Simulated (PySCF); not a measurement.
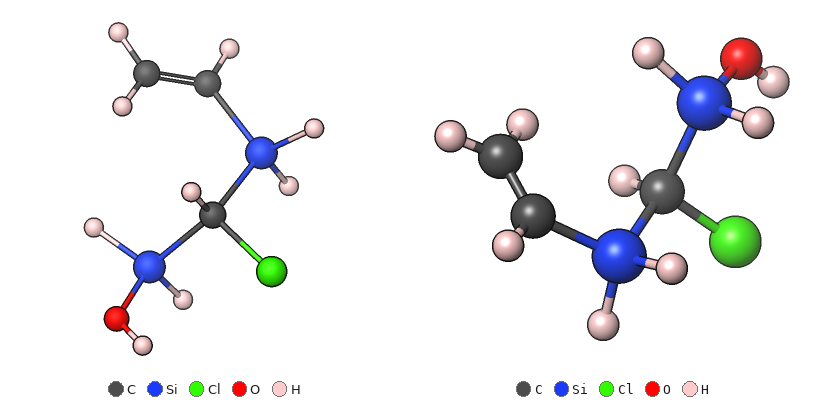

The same structure drawn twice, from different directions.

The geometry was computed by an optimisation with GFN2-xTB. No frequency run is at hand to confirm it as a minimum.

Question: Count the atoms of each element.

Answer: C₃H₉ClOSi₂, 16 atoms: 3 carbon, 9 hydrogen, 1 chlorine, 1 oxygen and 2 silicon.

Question: Describe its rings.

Answer: It has no ring.

Question: How many bonds of each kind are drawn?

Answer: 4 C–H, 4 Si–H, 3 C–Si, 1 C–C, 1 C–Cl, 1 O–Si, 1 O–H.

Question: Write the SMILES.

Answer: C=C[SiH2][C@H](Cl)[SiH2]O

Question: Name some functional groups or characteristic bonds that it holds.

Answer: Among them: alkene, C–Cl bond, Si–H bond, Si–O bond.

More results for the same structure follow; atom numbers are the same in all pictures, views and colours differ.

## Shape

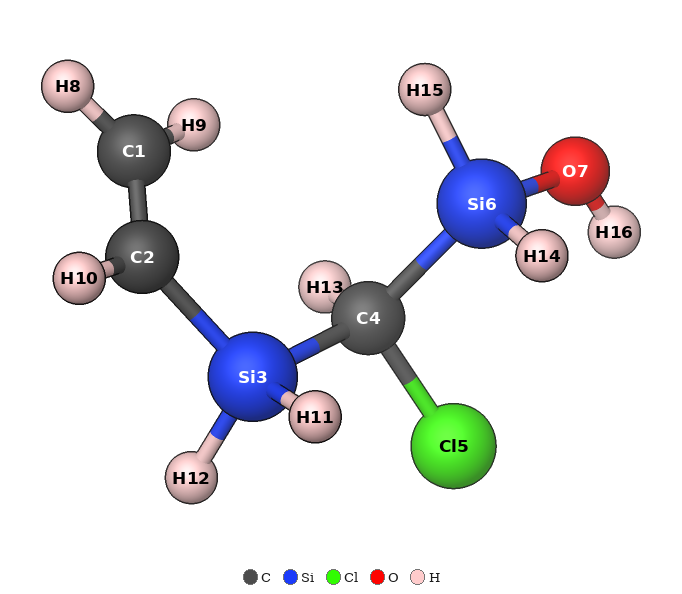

No frequency run is at hand to confirm it as a minimum.

Give the bond lengths.

```json
{"bond": "C1–C2", "length (Å)": "1.324", "order": "double"}
{"bond": "C1–H8", "length (Å)": "1.080", "order": "single"}
{"bond": "C1–H9", "length (Å)": "1.078", "order": "single"}
{"bond": "C2–Si3", "length (Å)": "1.881", "order": "single"}
{"bond": "C2–H10", "length (Å)": "1.083", "order": "single"}
{"bond": "Si3–C4", "length (Å)": "1.906", "order": "single"}
{"bond": "Si3–H11", "length (Å)": "1.466", "order": "single"}
{"bond": "Si3–H12", "length (Å)": "1.469", "order": "single"}
{"bond": "C4–Cl5", "length (Å)": "1.807", "order": "single"}
{"bond": "C4–Si6", "length (Å)": "1.912", "order": "single"}
{"bond": "C4–H13", "length (Å)": "1.090", "order": "single"}
{"bond": "Si6–O7", "length (Å)": "1.621", "order": "single"}
{"bond": "Si6–H14", "length (Å)": "1.461", "order": "single"}
{"bond": "Si6–H15", "length (Å)": "1.455", "order": "single"}
{"bond": "O7–H16", "length (Å)": "0.955", "order": "single"}
```

## Dipole moment

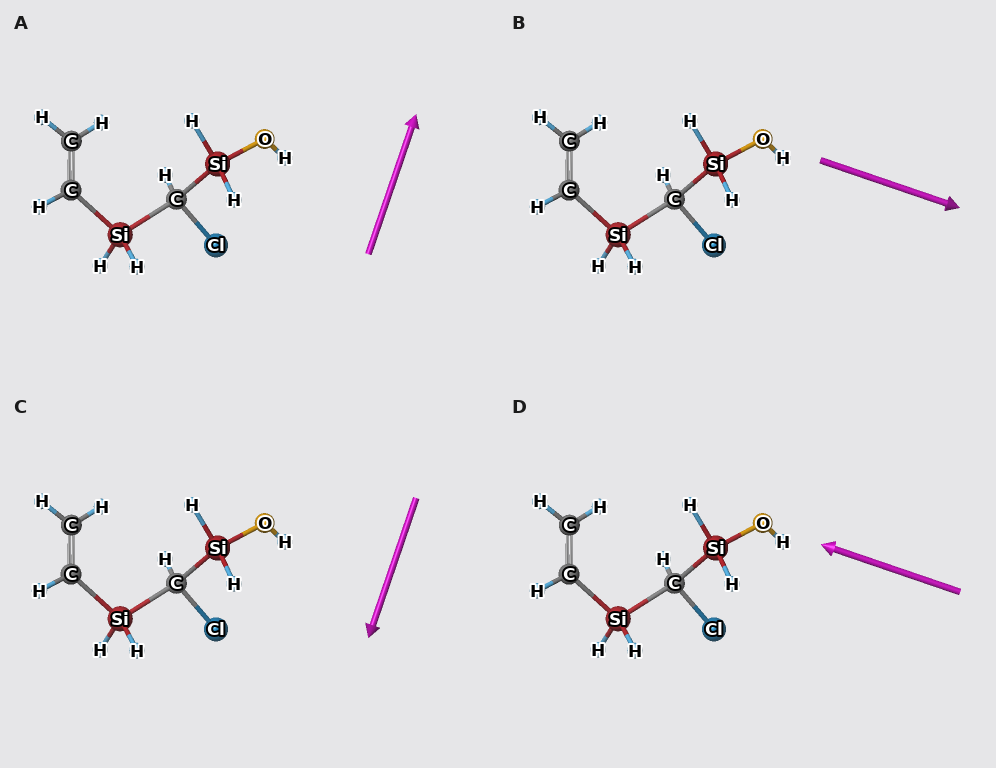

The same molecule four times, each with an arrow. No frequency run is at hand to confirm it as a minimum. Method: B3LYP/def2-SVPD, gas phase (PySCF 2.14.0).

Question: Which arrow points along the dipole moment, from the negative to the positive end?

Answer: D. The dipole moment is 1.38 D.

## Polarisability

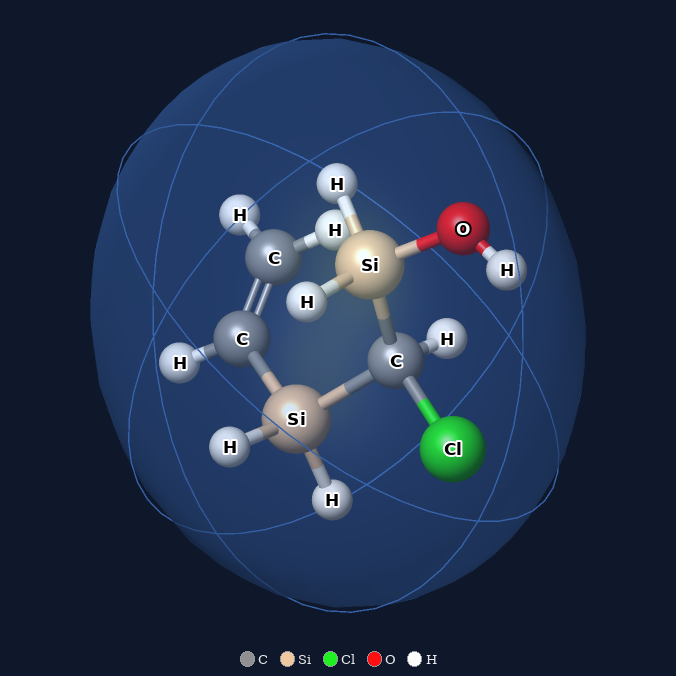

The ellipsoid shows the static dipole polarisability: its half-axes are proportional to the principal values. No frequency run is at hand to confirm it as a minimum. Level of theory: B3LYP/def2-SVPD (PySCF 2.14.0).

Question: Give the principal values, the mean and the anisotropy.

Answer: Principal values 86.5, 108.3, 120.9 bohr³; mean 105.2 bohr³ (15.59 Å³); anisotropy 30.1 bohr³, so the longest axis is 1.40 times the shortest.

## Excitation

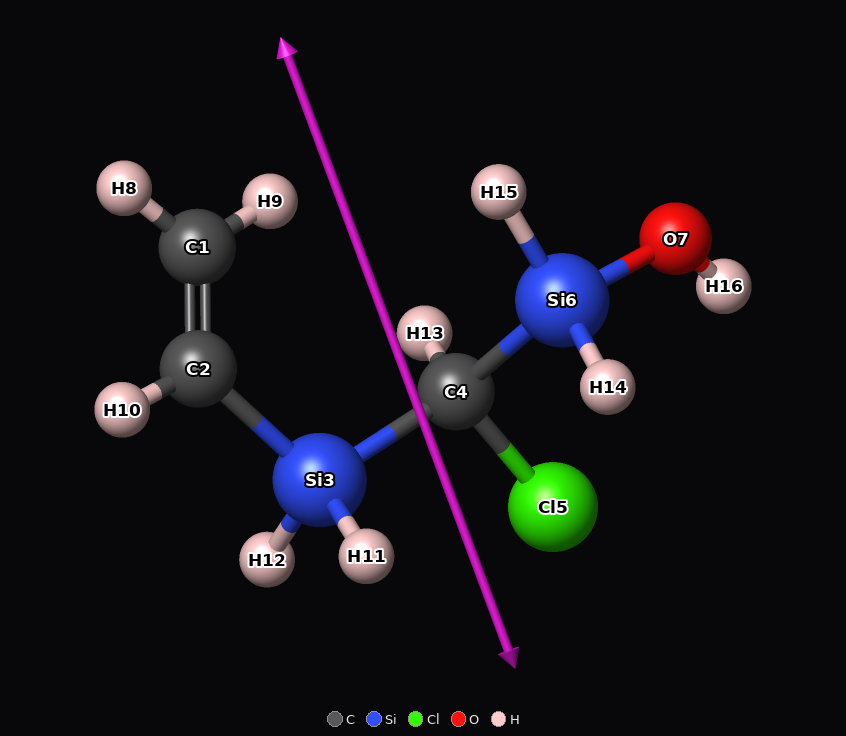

The double arrow shows the direction of the transition dipole to excited singlet state 7 (its length means nothing). No frequency run is at hand to confirm it as a minimum. Properties computed with TDDFT B3LYP/def2-SVPD, vertical, gas phase, core orbitals frozen in the response (PySCF 2.14.0).

Question: Give its energy, strength and character.

Answer: 7.02 eV (177 nm), oscillator strength 0.054, of mixed character, with the largest part HOMO−4 → LUMO (weight 0.45); transition dipole 1.42 D.

The geometry is semi-empirical. Around Si such bond lengths and angles can be off by a tenth of an ångström or more and by several degrees, and values that hang on the shape move with them.
